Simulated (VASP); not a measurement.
Band structure of CeO2 (space group Fm-3m). These are PBE GGA, VASP's PBE PAW potentials (set 64) (plane waves; VASP 6.6.1) values and carry that method's errors.

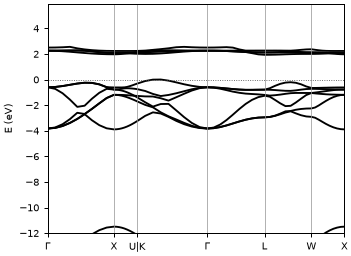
Figure. Bands along high-symmetry lines, zero at the valence-band maximum or, without a gap, the Fermi level

Task: Read the plot: is there a gap, and where are the band edges?

Result: The gap is indirect, 1.93 eV, from the valence maximum at K-Γ at 0.33 to the conduction minimum at L.

The structure is a typed CeO2 crystal (Fm-3m). The cell was not relaxed at this level. The run is not spin-polarised, so no magnetic state was tried.
